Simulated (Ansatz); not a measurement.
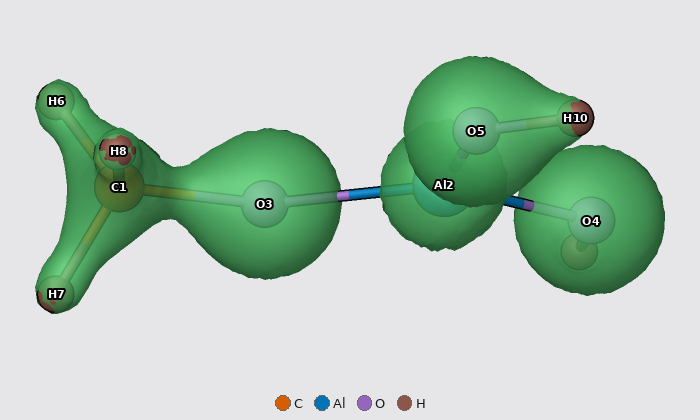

CH5AlO3. Isosurface of the electron density at 1.5 e/Å³ (green), seen from one side.

Geometry: PBE0-D4/def2-SVP.

Method: isolated molecule in a Gaussian basis; Kohn-Sham density functional theory, functional PBE0 (Ansatz 0.2.0).

```xyz
10

C    -0.0778    1.4130   -0.4294
Al   -1.6483   -0.0370    1.4865
O    -0.9834    1.2418    0.6092
O    -2.7693    0.2721    2.7199
O    -1.1915   -1.6291    1.1300
H    -0.5565    1.9215   -1.2857
H     0.7702    2.0447   -0.1085
H     0.3402    0.4589   -0.8006
H    -3.0609    1.1524    2.9607
H    -1.5317   -2.3972    1.5903
```

Which contacts does the surface bridge?

Answer. At this value the surface falls into four separate pieces. It bridges the sampled C–O (1.39 Å), O–H (0.96 Å) and C–H (1.11 Å) contacts, where the density stays above the isovalue. It is pinched off along the sampled Al–O (1.69 Å) contacts. On the grid the lowest density along these lines, outside the cores, is 1.8 e/Å³ (C–O, 1.39 Å), 0.78 e/Å³ (Al–O, 1.69 Å), 2.4 e/Å³ (O–H, 0.96 Å) and 1.9 e/Å³ (C–H, 1.11 Å).
